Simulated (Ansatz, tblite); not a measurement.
**The cluster B₃Sb₃−: a ladder of methods and basis sets**

Aim: run the doublet of the cluster B₃Sb₃− at one geometry on many levels, and compare frontier levels, spin and run time.

Computed with Ansatz 0.2.0, Gaussian basis. Level: as each input shows.

Plan: GFN1-xTB, PBE-D4/def2-TZVPD, r2SCAN-D4/def2-TZVPD, LC-ωPBE/def2-TZVPD, BHLYP-D4/def2-TZVPD, MP2/def2-TZVPD, RPA/def2-TZVPD.

5 further runs of the same task are left out: 2 that didn't finish, 3 set aside as unsound or not needed. Runs told in other sessions of the task aren't counted.

### 1 The geometry

The geometry is that of the doublet, from an earlier relaxation (PBE-D4/def2-SVPD). At that level it is the lowest of the isomers that a small search found.

6 atoms, charge -1, spin multiplicity 2.

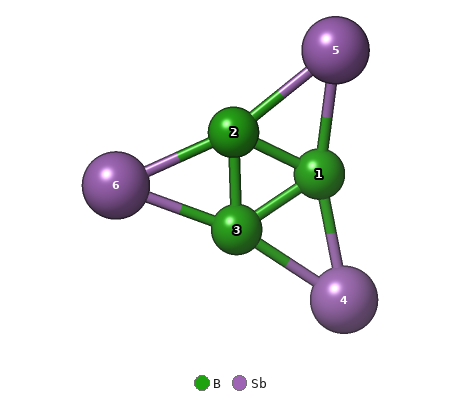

The structure; boron green, antimony purple; atoms are numbered from 1 in the order of the file.

Sb takes a core potential in the def2 sets. No spin-orbit coupling is included. The ion is computed in the gas phase, without counter-ions or solvent.

PBE0-D4/def2-TZVPD was run before; its log isn't repeated, and its numbers join the tables.

### 2 GFN1-xTB

Tight binding, by tblite at 300 K electronic temperature and without a spin-polarisation term:

```python
tblite.interface.Calculator('GFN1-xTB', numbers, positions, charge=-1, uhf=1).singlepoint()
```

Energy -321.3850 eV; 0.006 s.

### 3 PBE-D4/def2-TZVPD

start.molden holds the orbitals of an earlier run on this state, given as this run's starting guess.

in.yaml reads:

```yaml
crystal:
  periodic: [false, false, false]
  atoms:
    - {symbol: B, position_ang: [0.573826, -0.887738, 0.144869]}
    - {symbol: B, position_ang: [0.548024, 0.811839, 0.098880]}
    - {symbol: B, position_ang: [-0.882231, -0.042414, 0.379729]}
    - {symbol: Sb, position_ang: [-1.061818, -2.234261, 0.722435]}
    - {symbol: Sb, position_ang: [2.598489, -0.045060, -0.030305]}
    - {symbol: Sb, position_ang: [-1.231190, 2.089635, -0.021108]}
basis:
  gaussian: {orbitals: def2-TZVPD, initial_orbitals: start.molden}
total_charge: -1
magnetization: {spin_polarized: true, initial_magnetization: 1}
hamiltonian: {xc: pbe, dispersion: d4}
scf: {omitted_lower_state_checks: [starts]}
output: {forces: true, orbitals: {seedname: orbitals}}
```

On the command line:

```bash
$ ansatz run in.yaml --threads 4 --pin off --events-out ev --progress --plain --max-ram 4787MiB
```

What it wrote:

```text
Functional definition: PBE
  name "PBE"
  cite "Perdew, Burke & Ernzerhof, Phys. Rev. Lett. 77, 3865 (1996) doi:10.1103/PhysRevLett.77.3865"
  parent pbe
  parameter kappa = 0.804
  parameter beta = 0.06672455060314922
  exchange = pbe_x(kappa = kappa, mu = beta*pi^2/3)
  correlation = pbe_c(beta = beta)
these checks for a lower state are left out or cut short: starts
1734 factors; their error is unknown
mean field evaluation 1: about -21640.8247 eV, gradient 6.1e0 eV
mean field evaluation 2: about -21640.9735 eV, gradient 3.0e-1 eV
mean field evaluation 4: about -21640.9766 eV, gradient 2.3e-1 eV
mean field evaluation 8: about -21640.9774 eV, gradient 1.9e-4 eV
mean field evaluation 16: about -21640.9774 eV, gradient 5.8e-6 eV
mean field -21640.97737566 eV, -795.2912497741 hartree, gradient 5.8e-6 eV, S^2 0.762858; 0 other end points of the search recorded, 0 dependent functions left out
the calculation of the forces begins
reference -21640.97741230 eV, -795.2912511207 hartree; 43, 42 occupied and 236, 237 virtual orbitals, 1734 factors
Total energy: -21641.38381991 eV, -795.3061863247 hartree
Atom 0 at     0.573826    -0.887738     0.144869 Å, force    -0.114178     0.219124     0.042944 eV/Å
Atom 1 at     0.548024     0.811839     0.098880 Å, force    -0.094481    -0.221362     0.013258 eV/Å
Atom 2 at    -0.882231    -0.042414     0.379729 Å, force     0.243029    -0.020382    -0.048895 eV/Å
Atom 3 at    -1.061818    -2.234261     0.722435 Å, force     0.081406     0.185062    -0.048505 eV/Å
Atom 4 at     2.598489    -0.045060    -0.030305 Å, force    -0.216379     0.006928     0.014054 eV/Å
Atom 5 at    -1.231190     2.089635    -0.021108 Å, force     0.100602    -0.169371     0.027145 eV/Å
Dipole moment:     0.047437    -0.060945     0.006775 e Å
Checks for a lower state left out: starts
```

Wall time 24 s (4 threads of Arm Neoverse V2, shared host); peak memory 1.1 GiB.

Report: HOMO -0.70 eV, LUMO -0.43 eV (over both spins); ⟨S²⟩ 0.763 (pure: 0.75).

### 4 r2SCAN-D4/def2-TZVPD

in.yaml: that of step 3 with these lines changed.

```diff
@@ -13,4 +13,4 @@
 magnetization: {spin_polarized: true, initial_magnetization: 1}
-hamiltonian: {xc: pbe, dispersion: d4}
+hamiltonian: {xc: r2scan, dispersion: d4}
 scf: {omitted_lower_state_checks: [starts]}
-output: {forces: true, orbitals: {seedname: orbitals}}
+output: {orbitals: {seedname: orbitals}}
```

The command is unchanged.

What it wrote, cut to the lines that bear on the results:

```text
Functional definition: r2SCAN
  name "r2SCAN"
  cite "Furness, Kaplan, Ning, Perdew & Sun, J. Phys. Chem. Lett. 11, 8208 (2020) doi:10.1021/acs.jpclett.0c02405"
  cite "Furness, Kaplan, Ning, Perdew & Sun, J. Phys. Chem. Lett. 11, 9248 (2020) doi:10.1021/acs.jpclett.0c03077"
  parent r2scan
[...]
1734 factors; their error is unknown
[...]
mean field -21650.74714948 eV, -795.6502823401 hartree, gradient 9.8e-6 eV, S^2 0.820949; 0 other end points of the search recorded, 0 dependent functions left out
reference -21650.74717124 eV, -795.6502831395 hartree; 43, 42 occupied and 236, 237 virtual orbitals, 1734 factors
Total energy: -21650.82969082 eV, -795.6533156780 hartree
Checks for a lower state left out: starts
```

Run time: 55 s. Hardware: 4 threads of Arm Neoverse V2, shared host; peak memory 1.2 GiB.

HOMO -0.88 eV, LUMO -0.32 eV (over both spins); ⟨S²⟩ 0.821 (pure: 0.75).

### 5 LC-ωPBE/def2-TZVPD

in.yaml: that of step 4 with these lines changed.

```diff
@@ -13,3 +13,3 @@
 magnetization: {spin_polarized: true, initial_magnetization: 1}
-hamiltonian: {xc: r2scan, dispersion: d4}
+hamiltonian: {xc: {name: LC-wPBE}}
 scf: {omitted_lower_state_checks: [starts]}
```

Same command.

What it wrote, cut to the lines that bear on the results:

```text
Functional definition: LC-wPBE
  name "LC-wPBE"
  cite "Vydrov & Scuseria, J. Chem. Phys. 125, 234109 (2006) doi:10.1063/1.2409292"
  cite "Heyd & Scuseria, J. Chem. Phys. 120, 7274 (2004) doi:10.1063/1.1668634"
  cite "Ernzerhof & Perdew, J. Chem. Phys. 109, 3313 (1998) doi:10.1063/1.476928"
  cite "Perdew, Burke & Ernzerhof, Phys. Rev. Lett. 77, 3865 (1996) doi:10.1103/PhysRevLett.77.3865"
  parent pbe
[...]
1734 factors; their error is unknown
649 factors; integrals over basis functions are off by at most 3.7e-5 eV
[...]
mean field -21643.43695175 eV, -795.3816375285 hartree, gradient 2.1e-5 eV, S^2 1.397854; 0 other end points of the search recorded, 0 dependent functions left out
reference -21643.43695176 eV, -795.3816375287 hartree; 43, 42 occupied and 236, 237 virtual orbitals, 1734 factors
Total energy: -21643.43695176 eV, -795.3816375287 hartree
Checks for a lower state left out: starts
```

It took 27 s on 4 threads of Arm Neoverse V2, shared host; peak memory 1.8 GiB.

From the report: HOMO -3.30 eV, LUMO 2.35 eV (over both spins); ⟨S²⟩ 1.398 (pure: 0.75). Doubts: spin contamination.

### 6 BHLYP-D4/def2-TZVPD

in.yaml: that of step 5 with these lines changed.

```diff
@@ -13,3 +13,3 @@
 magnetization: {spin_polarized: true, initial_magnetization: 1}
-hamiltonian: {xc: {name: LC-wPBE}}
+hamiltonian: {xc: {name: BHLYP}, dispersion: d4}
 scf: {omitted_lower_state_checks: [starts]}
```

The command is unchanged.

What it wrote:

```text
Functional definition: BHLYP
  name "BHLYP"
  cite "Becke, J. Chem. Phys. 98, 1372 (1993) doi:10.1063/1.464304"
  cite "Becke, Phys. Rev. A 38, 3098 (1988) doi:10.1103/PhysRevA.38.3098"
  cite "Lee, Yang & Parr, Phys. Rev. B 37, 785 (1988) doi:10.1103/PhysRevB.37.785"
  parameter a = 0.5
  exchange = (1 - a)*b88_x + a*exact_x
  correlation = lyp_c
these checks for a lower state are left out or cut short: starts
2142 factors; their error is unknown
mean field evaluation 1: about -21635.6520 eV, gradient 5.0e0 eV
mean field evaluation 2: about -21635.7589 eV, gradient 2.3e-1 eV
mean field evaluation 4: about -21636.7734 eV, gradient 2.2e-1 eV
mean field evaluation 8: about -21636.7747 eV, gradient 3.6e-4 eV
mean field evaluation 16: about -21636.7747 eV, gradient 4.9e-6 eV
mean field -21636.77465683 eV, -795.1368027057 hartree, gradient 4.9e-6 eV, S^2 1.074459; 0 other end points of the search recorded, 0 dependent functions left out
reference -21636.77480978 eV, -795.1368083266 hartree; 43, 42 occupied and 236, 237 virtual orbitals, 2142 factors
Total energy: -21637.45766742 eV, -795.1619028821 hartree
Checks for a lower state left out: starts
```

It took 79 s on 4 threads of Arm Neoverse V2, shared host; peak memory 1.4 GiB.

From the report: HOMO -1.92 eV, LUMO 1.00 eV (over both spins); ⟨S²⟩ 1.074 (pure: 0.75). Doubts: spin contamination.

### 7 MP2/def2-TZVPD

in.yaml: that of step 6 with these lines changed.

```diff
@@ -13,3 +13,3 @@
 magnetization: {spin_polarized: true, initial_magnetization: 1}
-hamiltonian: {xc: {name: BHLYP}, dispersion: d4}
+correlation: {method: mp2}
 scf: {omitted_lower_state_checks: [starts]}
```

Same command.

What it wrote:

```text
Functional definition: HF
  name "HF"
  cite "Fock, Z. Phys. 61, 126 (1930) doi:10.1007/BF01340294"
  parent pbe
  exchange = exact_x
  correlation = 0
these checks for a lower state are left out or cut short: starts
2203 factors; integrals over basis functions are off by at most 7.4e-4 eV
mean field evaluation 1: about -21546.5644 eV, gradient 1.6e1 eV
mean field evaluation 2: about -21547.7679 eV, gradient 1.5e0 eV
mean field evaluation 4: about -21548.0074 eV, gradient 8.0e-2 eV
mean field evaluation 8: about -21548.0119 eV, gradient 4.0e-6 eV
mean field -21548.01193717 eV, -791.8748329238 hartree, gradient 6.3e-6 eV, S^2 1.647916; 0 other end points of the search recorded, 0 dependent functions left out
15 core orbitals not correlated: weight in the atoms' cores, before any rotation towards them, 1.000 or more for the frozen orbitals, at most 0.000 for the correlated occupied ones
reference -21548.01193717 eV, -791.8748329238 hartree; 28, 27 occupied and 236, 237 virtual orbitals, 2203 factors
second order -36.12512827 eV of doubles, -0.00000000 eV of singles
Total energy: -21584.13706544 eV, -793.2024069013 hartree
Checks for a lower state left out: starts
```

Run time: 19 s. Hardware: 4 threads of Arm Neoverse V2, shared host; peak memory 1.4 GiB.

Hartree-Fock HOMO -2.77 eV, LUMO 3.54 eV (over both spins); ⟨S²⟩ 1.648 (pure: 0.75). Doubts: spin contamination.

### 8 RPA/def2-TZVPD

in.yaml: that of step 7 with these lines changed.

```diff
@@ -13,4 +13,4 @@
 magnetization: {spin_polarized: true, initial_magnetization: 1}
-correlation: {method: mp2}
+hamiltonian: {xc: pbe}
+correlation: {method: rpa}
 scf: {omitted_lower_state_checks: [starts]}
-output: {orbitals: {seedname: orbitals}}
```

Launched as before.

What it wrote, cut to the lines that bear on the results:

```text
Functional definition: PBE
  name "PBE"
  cite "Perdew, Burke & Ernzerhof, Phys. Rev. Lett. 77, 3865 (1996) doi:10.1103/PhysRevLett.77.3865"
  parent pbe
[...]
2203 factors; integrals over basis functions are off by at most 7.4e-4 eV
[...]
mean field -21640.97734691 eV, -795.2912487176 hartree, gradient 2.4e-6 eV, S^2 0.762858; 0 other end points of the search recorded, 0 dependent functions left out
15 core orbitals not correlated: weight in the atoms' cores, before any rotation towards them, 1.000 or more for the frozen orbitals, at most 0.000 for the correlated occupied ones
reference -21545.48060849 eV, -791.7818083106 hartree; 28, 27 occupied and 236, 237 virtual orbitals, 2203 factors
Total energy: -21596.55650963 eV, -793.6588130571 hartree
Checks for a lower state left out: starts
```

Wall time 39 s (4 threads of Arm Neoverse V2, shared host); peak memory 1.4 GiB.

Report: ⟨S²⟩ 0.763 (pure: 0.75).

### 9 Comparison

| level | functions | HOMO (eV) | LUMO (eV) | gap (eV) | ⟨S²⟩ | time |
| --- | --- | --- | --- | --- | --- | --- |
| PBE-D4/def2-TZVPD | 279 | -0.70 | -0.43 | 0.27 | 0.763 | 24 s |
| r2SCAN-D4/def2-TZVPD | 279 | -0.88 | -0.32 | 0.56 | 0.821 | 55 s |
| PBE0-D4/def2-TZVPD | 279 | -1.39 | 0.20 | 1.59 | 0.890 | 2.4 min |
| BHLYP-D4/def2-TZVPD | 279 | -1.92 | 1.00 | 2.92 | 1.074 | 79 s |
| LC-ωPBE/def2-TZVPD | 279 | -3.30 | 2.35 | 5.66 | 1.398 | 27 s |

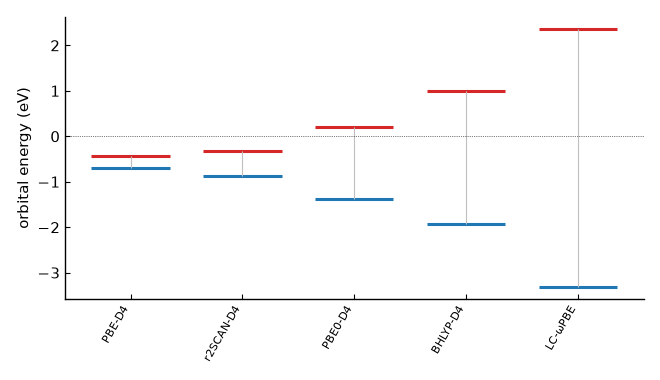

Highest filled (blue) and lowest empty (red) level in def2-TZVPD, over both spins.

The pieces so far (eV):

| basis | HF | MP2 correlation | total |
| --- | --- | --- | --- |
| def2-TZVPD | -21548.0119 | -36.1251 | -21584.1371 (MP2) |

### 10 Outcome

```
                                                   quantity                                value
 gap in def2-TZVPD, named functionals, smallest and largest  0.27 eV (PBE-D4), 5.66 eV (LC-ωPBE)
                         correlation energy, MP2/def2-TZVPD                            -36.13 eV
⟨S²⟩ in def2-TZVPD, named functionals, smallest and largest                         0.763, 1.398
```

Over the named functionals in def2-TZVPD the gap runs from 0.27 eV (PBE-D4) to 5.66 eV (LC-ωPBE); exact exchange widens it. Over the named functionals in def2-TZVPD spin contamination reaches 0.65 (LC-ωPBE), so some levels may describe another state.

The slowest run with a step of its own, BHLYP-D4/def2-TZVPD, took 79 s; the quickest functional in def2-TZVPD took 24 s (shared host).
